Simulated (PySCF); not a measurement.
## Electronic structure of C4H11BS (SMILES BSCC(C)C) in real space

Input file:

```
{"job": {"kind": "uv", "xc": "B3LYP", "basis": "def2-SVPD", "nstates": 8, "ntriplets": 3}, "charge": 0, "multiplicity": 1}
B      3.294335     0.559280     0.048841
S      1.881292     0.063606    -0.842672
C      0.490970     0.453931     0.305465
C     -0.851767     0.024116    -0.275776
C     -1.983210     0.569799     0.593985
C     -0.936708    -1.495588    -0.376984
H      4.327609     0.418608    -0.473787
H      3.185584     1.007574     1.122080
H      0.511427     1.530715     0.471251
H      0.687208    -0.061389     1.245258
H     -0.939508     0.448784    -1.281161
H     -2.946272     0.272234     0.187078
H     -1.950597     1.655941     0.637751
H     -1.903746     0.181454     1.607334
H     -0.119667    -1.878465    -0.983016
H     -1.876624    -1.793565    -0.834980
H     -0.877323    -1.945006     0.612540
```

Command:

```sh
OMP_NUM_THREADS=1 python probes_run.py task.json out
```

Geometry: GFN2-xTB.

These are results of B3LYP/def2-SVPD, SCF density, gas phase (PySCF), not measurements.

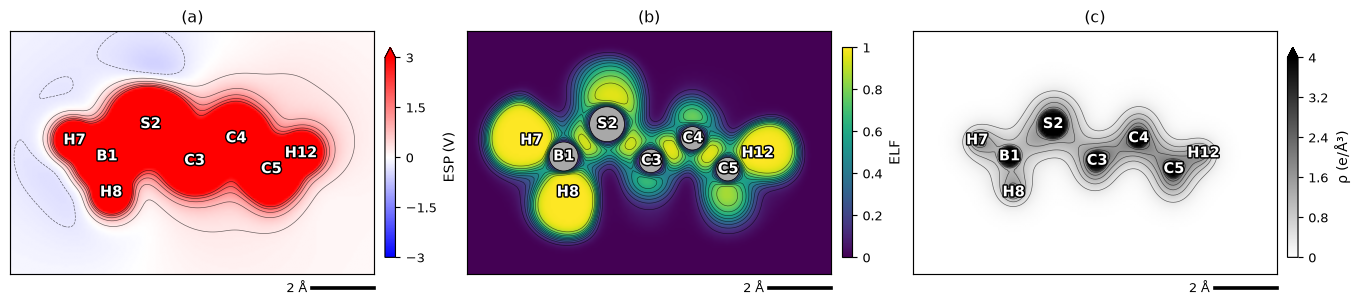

Figure 1. (a) molecular electrostatic potential; (b) ELF; (c) electron density on the plane of atoms B1, S2 and C3. Grey discs cover the atomic cores in the ELF map.

Question: Read the bonding off the picture.

Answer:
- Atoms in the plane: B, S, C and H.
- C–C (1.52 Å): the density is about 1.7 e/Å³ at the midpoint; the ELF peaks at about 0.95 between the atoms: a shared electron pair.
- B–S (1.74 Å): ρ is about 1.4 e/Å³ halfway; the ELF peaks at about 0.95 between the atoms, as expected for localised, covalent bonding.
- C–S (1.84 Å): the density is about 1.2 e/Å³ at the midpoint; the ELF peaks at about 0.95 between the atoms; a covalent bond.
- C–H (1.09 Å): ρ is about 2 e/Å³ halfway; the ELF climbs to about 1 towards the hydrogen, as it does in any bond to H; an ordinary covalent bond to hydrogen.
- B–H (1.17 Å): the density is about 1.3 e/Å³ at the midpoint; the ELF climbs to about 1 towards the hydrogen: an ordinary covalent bond to hydrogen.
- The ELF also peaks beside S2, away from the bonds: lone-pair regions.
- Outside the dense part of the molecule the potential is most negative (−0.5 V) near S2.

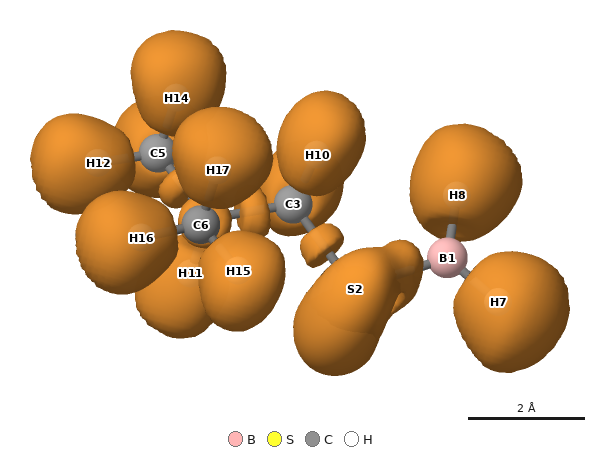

Figure 2. Isosurface of the electron localisation function at 0.8 (orange), seen at an oblique angle. Core shells and regions of very low density are left out.

Question: Describe the localisation domains.

Answer: At this value the surface marks out three regions between bonded C–C atoms (shared pairs), one region between bonded C–S atoms (shared pairs), eleven regions around hydrogen nuclei and one region on S in which the atom's valence shell and bonds are merged.

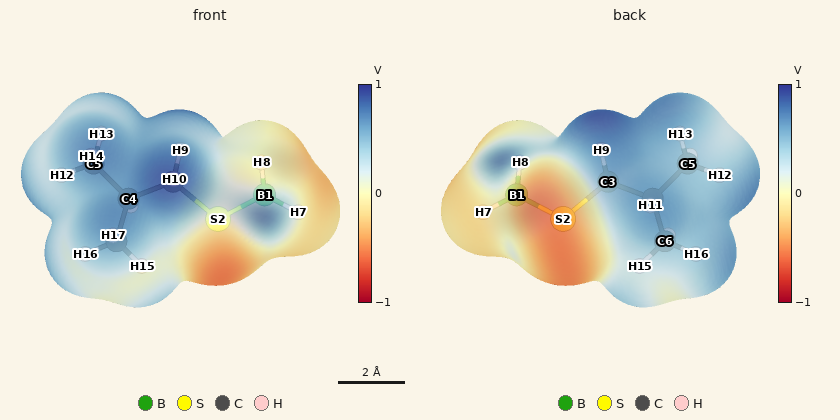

Figure 3. The electrostatic potential painted on the density surface at 0.002 e/bohr³, seen from the front and from behind; the colour scale runs from red (negative) to blue (positive).

Question: Describe the electrostatic potential map.

Answer: The most negative region (about −0.6 V) lies over S2, the most positive (about +0.9 V) over H9 and H10.
